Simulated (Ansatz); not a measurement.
The figure comes from a scan of Si (space group Ia-3): the cell is scaled evenly about its relaxed volume V₀. Level of theory: PBEsol (plane waves to 420 eV, PAW, scalar-relativistic; Ansatz, a quantum-chemistry and plane-wave program). k mesh 10×10×10 (Γ-centred), Fermi-Dirac smearing 0.05 eV. E stands for the smeared free energy. Si was relaxed with its symmetry unable to fall. This is one of several known forms of Si; the measured ambient cells at hand have space group No. 227. The zero of ΔE is the relaxed starting cell.

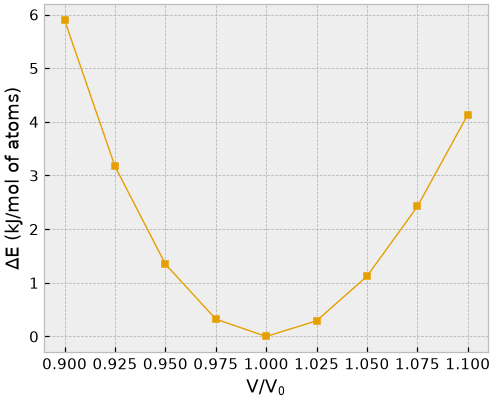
ΔE (kJ/mol of atoms) against V/V₀; one marker a computed point.

Task: List the plotted points as numbers.

Result: To the nearest 0.1:

```
V/V₀   ΔE (kJ/mol of atoms)
-----  --------------------
0.900                   5.9
0.925                   3.2
0.950                   1.3
0.975                   0.3
1.000                   0.0
1.025                   0.3
1.050                   1.1
1.075                   2.4
1.100                   4.1
```

(Under strain, the slope of the energy per volume gives the stress and its curvature an elastic modulus.)
